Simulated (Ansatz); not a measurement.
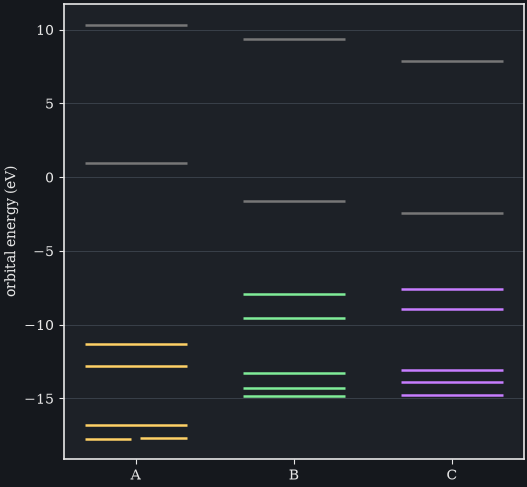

Frontier orbital energies (alpha spin) of OF, doublet at one geometry, def2-TZVPP, the Ansatz code 0.2.0, at a PBE0-D4/def2-TZVP geometry (a minimum by its frequencies). Empty levels are grey, levels within 0.1 eV stand side by side; all columns show the same few orbitals around the gap. HOMO and LUMO mean the alpha set's.

**The columns come from CAM-B3LYP, LDA (SPW92) and r2SCAN. Which is which?**

A: CAM-B3LYP (HOMO −11.33, LUMO 0.98, separation 12.31 eV)
B: r2SCAN (HOMO −7.94, LUMO −1.59, separation 6.35 eV)
C: LDA (SPW92) (HOMO −7.61, LUMO −2.40, separation 5.21 eV)

Caveats, for all or some of the runs: empty levels above zero depend strongly on the basis.
